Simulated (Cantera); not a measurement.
Charge: 1 mol Al, a varied amount of HCl, 0.57 mol N₂, equilibrated at 848.15 K and 0.110 bar.

Equilibrium computed with Cantera from the NASA thermochemical tables; the gas is ideal and each condensed phase is pure. Candidate condensed phases: Al, AlCl₃, AlN, NH₄Cl; 20 gas species. Equilibrium is a limit: real reactors are often held back by kinetics, nucleation or transport.

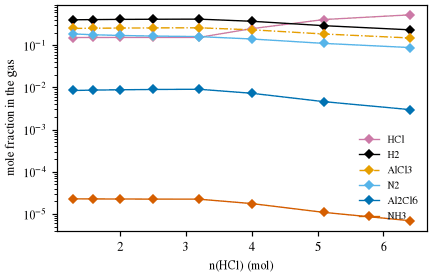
Figure: Equilibrium gas composition (values under 1e-9 drawn at 1e-9)

From 1.3 mol HCl to 3.2 mol HCl the condensed part is AlN(s). From 4 mol HCl to 6.4 mol HCl nothing is condensed. The main Al-bearing gas is AlCl₃ throughout.
